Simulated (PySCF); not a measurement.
# C₄H₉NOSi: electronic excitations

What electronic excitations should C₄H₉NOSi (`C=NC(=C)O[SiH2]C`) show?

The runs use PySCF 2.14.0, with density-fitted response routines of our own; the level of theory stands in each step. All values are computed, except where a source is named. Atoms count from 0, in the outputs and in this text.

## Step 1: The starting structure

16 atoms, charge 0, multiplicity 1; geometry from: GFN2-xTB.

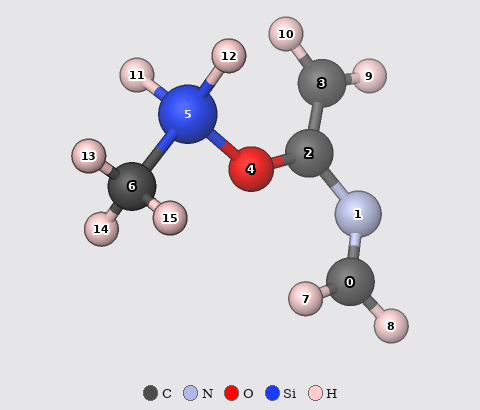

As it starts; carbon dark grey, nitrogen light blue, oxygen red, silicon blue, hydrogen pink, atoms numbered.

## Step 2: Excited states and response: PBE0/def2-SVPD

Job settings and geometry (Å):

```
{"job": {"kind": "uv", "xc": "PBE0", "basis": "def2-SVPD", "nstates": 8, "ntriplets": 3}, "charge": 0, "multiplicity": 1}
C     -2.087798     1.787251     0.126062
N     -2.355356     0.554941     0.085842
C     -1.367136    -0.410492     0.099493
C     -1.735499    -1.691792     0.070928
O     -0.084217     0.016260     0.142443
Si     1.336181    -0.762043     0.315801
C      2.595605     0.645964     0.307815
H     -1.081726     2.206474     0.173086
H     -2.917116     2.478878     0.115679
H     -2.777857    -1.941527     0.035850
H     -1.010504    -2.483242     0.084079
H      1.548648    -1.687700    -0.801186
H      1.339670    -1.502382     1.581257
H      3.593764     0.248787     0.456799
H      2.591950     1.183523    -0.635919
H      2.403792     1.366043     1.098043
```

With the program's defaults for keys left out, this is: TDDFT PBE0/def2-SVPD, vertical, gas phase, core orbitals frozen in the response.

On the command line:

```console
OMP_NUM_THREADS=1 python probes_run.py task.json out
```

This one command runs all jobs of the session in turn.

The program printed:

```text
coarse grid: 13696 points
cycle   1  E = -576.3817326754  dE =  8.480e-01  |g| = 6.777e-01  |ddm| = 6.249e+00
cycle   2  E = -576.2973347759  dE =  8.440e-02  |g| = 9.374e-01  |ddm| = 2.641e+00
cycle   3  E = -576.4765290105  dE = -1.792e-01  |g| = 9.887e-02  |ddm| = 1.527e+00
cycle   4  E = -576.4783759950  dE = -1.847e-03  |g| = 4.156e-02  |ddm| = 1.905e-01
cycle   5  E = -576.4787561491  dE = -3.802e-04  |g| = 1.393e-02  |ddm| = 7.726e-02
cycle   6  E = -576.4788026386  dE = -4.649e-05  |g| = 3.702e-03  |ddm| = 3.576e-02
cycle   7  E = -576.4788057711  dE = -3.133e-06  |g| = 8.292e-04  |ddm| = 9.299e-03
final grid: 127312 points
cycle   8  E = -576.5581889498  dE = -2.482e-05  |g| = 9.271e-03  |ddm| = 1.124e-01
cycle   9  E = -576.5581686784  dE =  2.027e-05  |g| = 1.377e-02  |ddm| = 3.921e-02
cycle  10  E = -576.5582069555  dE = -3.828e-05  |g| = 1.905e-03  |ddm| = 2.074e-02
cycle  11  E = -576.5582078168  dE = -8.613e-07  |g| = 3.113e-04  |ddm| = 2.635e-03
cycle  12  E = -576.5582078401  dE = -2.326e-08  |g| = 9.929e-05  |ddm| = 5.576e-04
cycle  13  E = -576.5582078425  dE = -2.422e-09  |g| = 3.160e-05  |ddm| = 2.563e-04
cycle  14  E = -576.5582078428  dE = -2.569e-10  |g| = 6.039e-06  |ddm| = 6.033e-05
converged SCF energy = -576.5582078428

Static polarisability (au): isotropic 89.087, principal 62.838 93.059 111.366

Singlet excitations
state   eV       nm        f      main configurations
  1   4.5115    274.8   0.00044   H-1->L 0.99
  2   5.2852    234.6   0.29782   H->L 0.95
  3   6.2826    197.3   0.00404   H->L+2 0.91
  4   6.4579    192.0   0.00005   H->L+1 0.89
  5   6.7342    184.1   0.00195   H-2->L 0.92
  6   6.9488    178.4   0.01641   H->L+3 0.94
  7   7.0078    176.9   0.15009   H-3->L 0.94
  8   7.2033    172.1   0.00874   H-1->L+2 0.88

Triplet excitations (Tamm-Dancoff, eV): 3.1021 3.9093 5.3910
```

Run time: 1.9 min. Hardware: 1 thread of Intel Xeon at 2.50GHz, shared host; peak memory 0.86 GiB.

Frontier orbitals and where they lie:

```csv
orbital,eV,atoms
HOMO−3,-9.10,"Si5 23 %, H12 19 %, O4 19 %"
HOMO−2,-9.03,"C6 27 %, Si5 22 %, O4 21 %"
HOMO−1,-7.65,"N1 60 %, C0 15 %, C2 7 %"
HOMO,-6.87,"C3 36 %, C2 23 %, O4 14 %"
LUMO,-1.23,"C0 32 %, N1 22 %, C3 18 %"
LUMO+1,0.49,"Si5 29 %, C6 21 %, H13 9 %"
LUMO+2,0.58,"Si5 32 %, H12 10 %, H11 10 %"
```

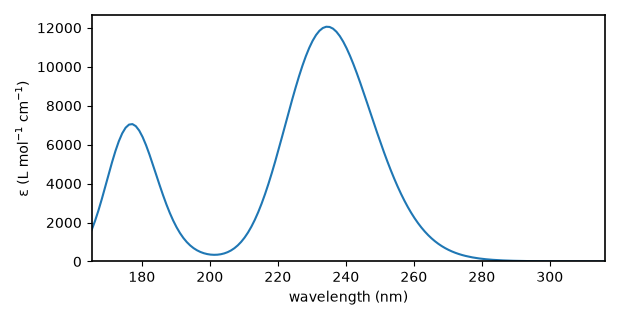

Absorption spectrum: each of the 8 states is a Gaussian band of 0.4 eV half-width at 1/e. Beyond the last state computed it falls off for lack of states.

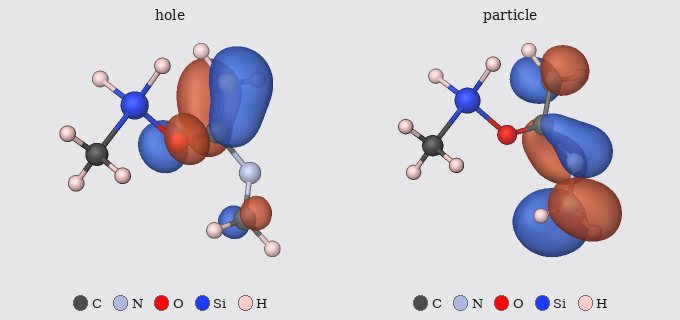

Leading natural transition orbitals of singlet state 2: the electron leaves the hole (left) for the particle orbital (right).

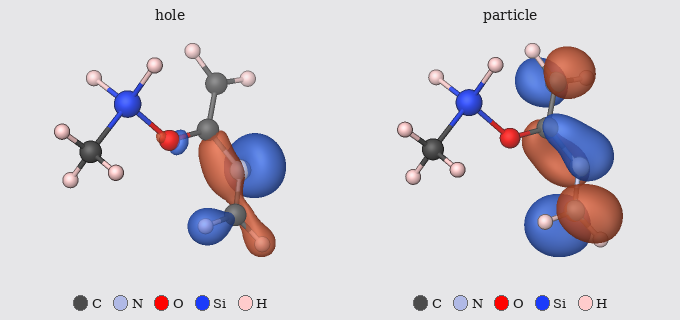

Leading natural transition orbitals of singlet state 1: the electron leaves the hole (left) for the particle orbital (right).

Further results of this job:

```csv
property,computed
dipole moment (D),2.01
polarisability (Å³),13.20
HOMO–LUMO gap (eV),5.65
−ε(HOMO) (eV),6.87
```

The fields below are evaluated on a grid from the run's orbitals.

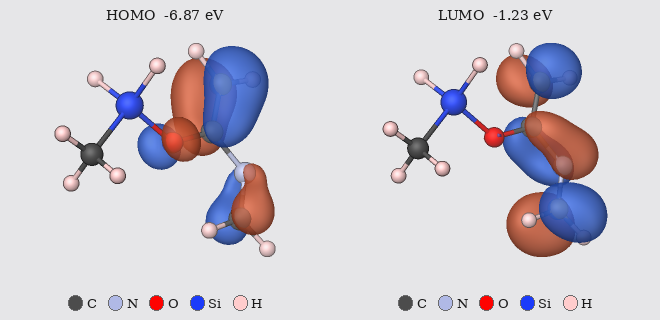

Frontier orbitals at PBE0/def2-SVPD; each surface holds 70 % of the orbital's density, blue and red mark the sign.

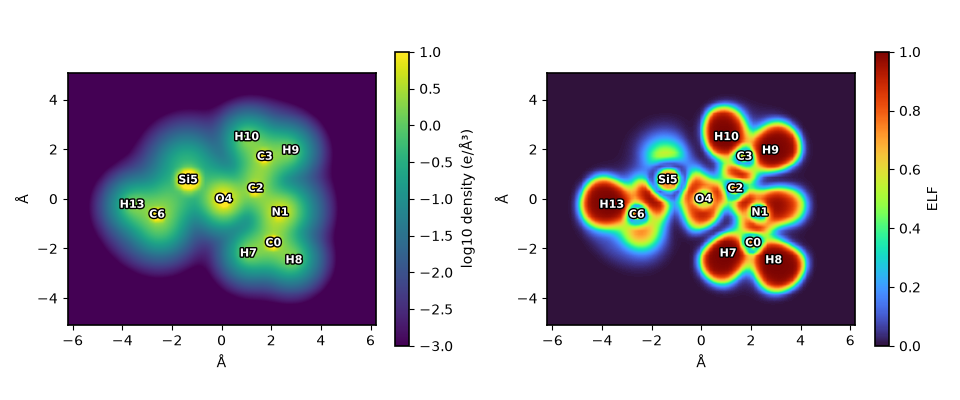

Density (left) and ELF (right) in a plane through or near 12 of the atoms.

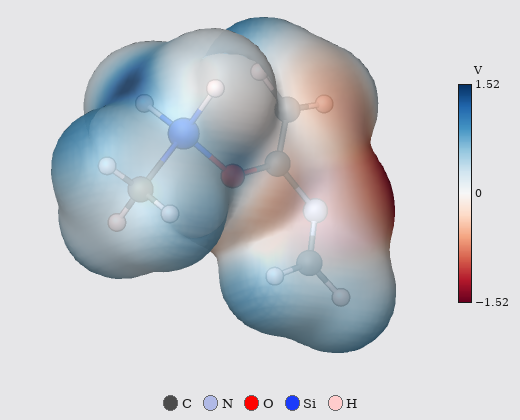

The potential that a unit positive charge feels on the 0.002 e/bohr³ surface, from -1.52 V near N1 to 0.93 V near H12.

## Step 3: Outcome

```
                                quantity                        value
         lowest singlet (PBE0/def2-SVPD)  4.51 eV (275 nm), f = 0.000
brightest single state of those computed  state 2, 5.29 eV, f = 0.298
                          lowest triplet                      3.10 eV
   surface potential, least and greatest           -1.52 V and 0.93 V
```

**Reading.** The first singlet state (HOMO−1→LUMO 0.99) lies at 4.51 eV and is dark; of the 8 states computed, the strongest absorption comes from state 2 at 5.29 eV. The lowest triplet lies 1.41 eV below the lowest singlet (triplets in Tamm-Dancoff, singlets in full TDDFT). By nearest atom (PBE0/def2-SVPD), the HOMO sits on C3 37 %; C2 20 % and the LUMO on C0 28 %; N1 19 %.
